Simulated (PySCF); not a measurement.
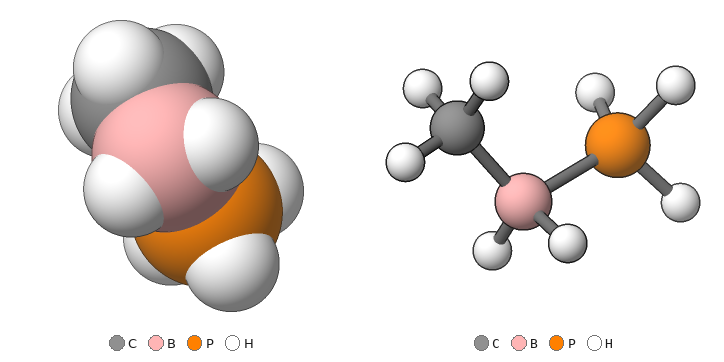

Both panels show the same species.

The geometry was computed by an optimisation with PBE0-D3(BJ)/def2-SVP. No frequency run is at hand to confirm it as a minimum.

Give the formula.

CH₈BP, 11 atoms: 1 carbon, 8 hydrogen, 1 boron and 1 phosphorus.

Name some functional groups or characteristic bonds that it holds.

Among them: B–H bond.

Does it have rings?

It has no ring.

How many sets of symmetry-equivalent atoms are there?

10: 1 C, 1 B, 1 P, 1 H, 1 H, 1 H, 2 H, 1 H, 1 H, 1 H.

More results for the same structure follow; atom numbers are the same in all pictures, views and colours differ.

Geometry

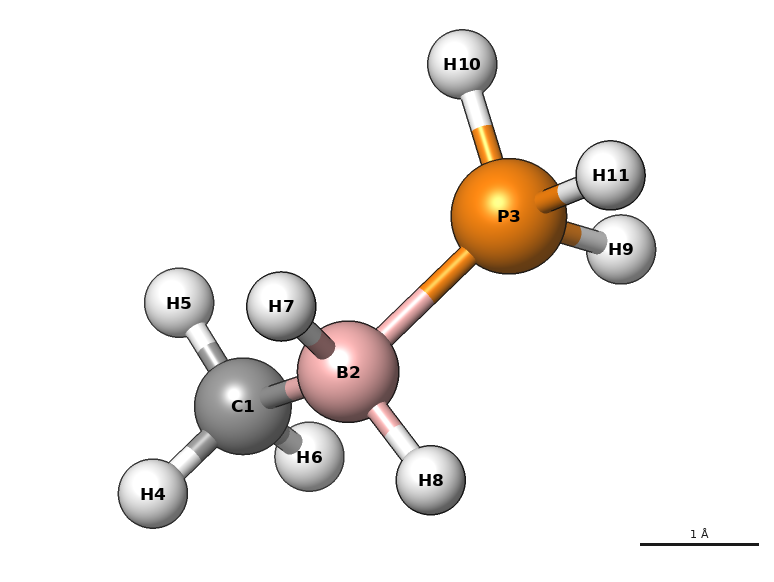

No frequency run is at hand to confirm it as a minimum.

Which atoms are bonded, and how long are the bonds?

```
  bond  length (Å)   order
 C1–B2       1.613  single
 C1–H4       1.103  single
 C1–H5       1.103  single
 C1–H6       1.103  single
 B2–P3       1.949  single
 B2–H7       1.228  single
 B2–H8       1.228  single
 P3–H9       1.419  single
P3–H10       1.419  single
P3–H11       1.416  single
```

Core levels

No frequency run is at hand to confirm it as a minimum. Level of theory: delta-SCF UKS SCAN, pcX-2 on the ionised atom, pcseg-1 elsewhere, non-relativistic (PySCF 2.14.0).

Give the core-electron binding energies (to vacuum; p and d levels without spin–orbit splitting) of C1 1s, B2 1s, P3 1s, P3 2p.

```csv
atom,level,binding energy (eV)
C1,1s,289.3
B2,1s,193.8
P3,1s,2145.9
P3,2p,138.5
```

NMR shielding

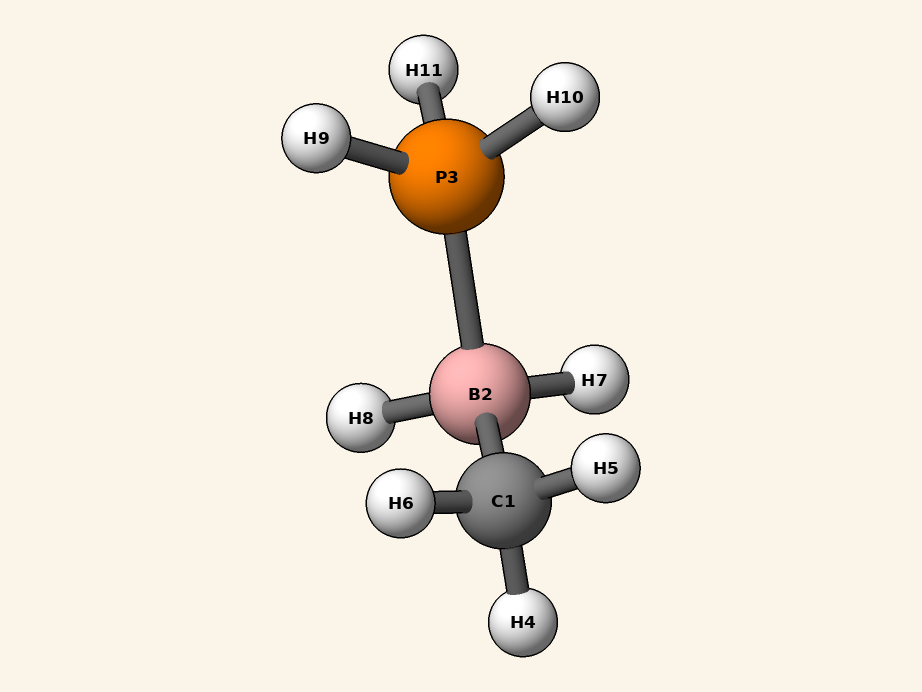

No frequency run is at hand to confirm it as a minimum. Method: GIAO PBE0/cc-pVDZ NMR shielding, non-relativistic, gas phase (PySCF 2.14.0). Principal shieldings σ11 ≤ σ22 ≤ σ33, span Ω = σ33 − σ11, skew κ = 3(σiso − σ22)/Ω.

Give the shielding tensors of the P atoms.

```tsv
atom	σ11	σ22	σ33	σiso	Ω	κ
P3	490.5	493.7	582.4	522.2	91.9	0.93
```

Shieldings and span in ppm.

Quadrupole coupling

No frequency run is at hand to confirm it as a minimum. Electric field gradients from the ground-state density, PBE0/cc-pVTZ (PySCF 2.14.0), non-relativistic apart from any core potentials.

Give the largest field-gradient component, the quadrupole coupling constant and the asymmetry for 11B at B2 (Q = 40.59 mb), 2H at H4 (Q = 2.86 mb), 2H at H5 (Q = 2.86 mb).

| atom | V_zz (a.u.) | e²qQ/h (MHz) | η |
| --- | --- | --- | --- |
| B2 | 0.231 | 2.20 | 0.12 |
| H4 | 0.282 | 0.189 | 0.02 |
| H5 | 0.281 | 0.189 | 0.02 |

Electronic properties

No frequency run is at hand to confirm it as a minimum. Level of theory: PBE0/aug-cc-pVDZ, gas phase (PySCF 2.14.0).

Estimate the HOMO energy (Kohn–Sham orbital).

−8.00 eV.

Estimate the dipole moment.

3.77 D.

Give the LUMO energy (Kohn–Sham orbital) at this level.

−0.46 eV.
